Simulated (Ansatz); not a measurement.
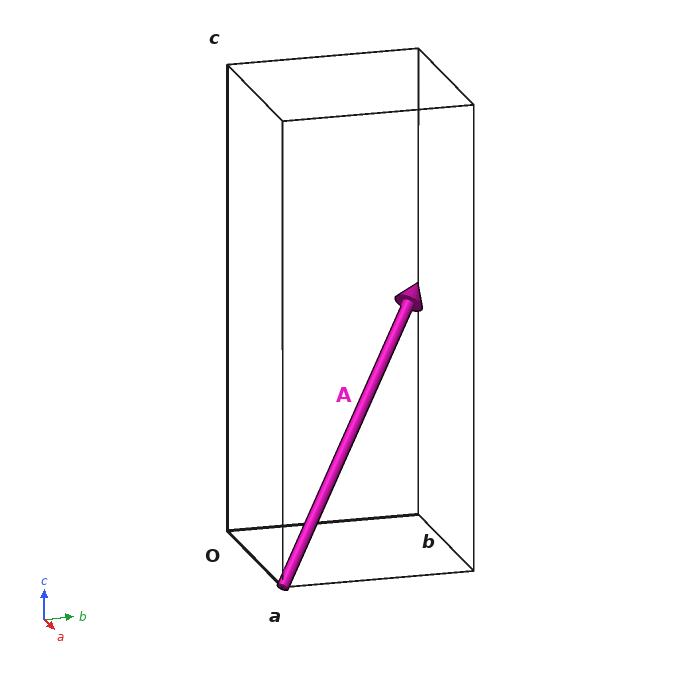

For Si2Mo, the end point of a relaxation with Ansatz, DFT PBE+D3(BJ), scalar-relativistic, plane waves, PAW: the arrow starts at a corner of the unit cell and ends on its surface; where a tip isn't a corner, dashed lines run from it parallel to the axes. The drawing is computed from the coordinates (standard cell, symmetry found to 0.002 Å).

a = 3.179 Å, b = 3.179 Å, c = 7.796 Å, α = 90.00°, β = 90.00°, γ = 90.00°.

Index the direction.

Answer. Arrow A runs from (1, 0, 0) to (0, 1, 1/2), so [−2 2 1].

How long is the vector ua + vb + wc?

Answer. 11.900 Å.

In I4/mmm, No. 139, how many directions are equivalent to A (Laue class 4/mmm, both senses counted)?

Answer. 8.
